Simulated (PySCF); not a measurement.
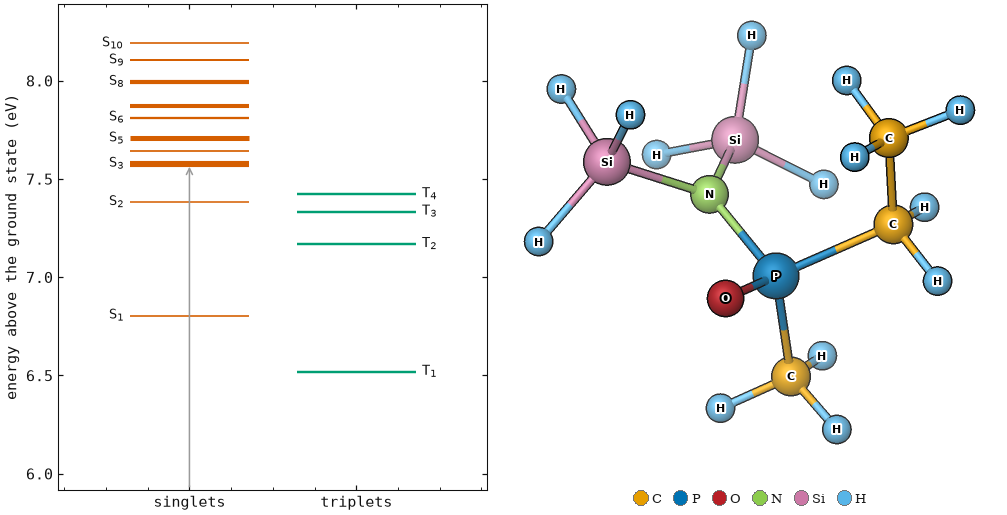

State diagram of C₃H₁₄NOPSi₂, SMILES CC[P@@](C)(=O)N([SiH3])[SiH3]. Vertical TDDFT excitations, CAM-B3LYP/def2-SVPD, PySCF 2.14.0, at a PBE0-D3(BJ)/def2-SVP geometry (no frequency check), gas phase. Triplets in the Tamm-Dancoff approximation; only the lowest 10 singlets and 4 triplets were computed. Thicker singlet lines are brighter; the arrow marks the brightest. S0, at zero, lies below the range drawn.

> How many of the triplet levels drawn lie below S1?

1 of 4 (T1 6.52 eV, T2 7.17 eV, T3 7.33 eV, T4 7.42 eV; S1 6.80 eV).

> What is the vertical gap between S1 and T1?

0.29 eV: S1 at 6.80 eV, T1 at 6.52 eV.

> What are the energy, strength and character of the state that the arrow marks?

S3 at 7.58 eV (164 nm), f = 0.059, mixed, the largest part being HOMO−1 → LUMO (42 %).

Known limits of this run: one conformer of a flexible molecule; core orbitals are frozen in the response.
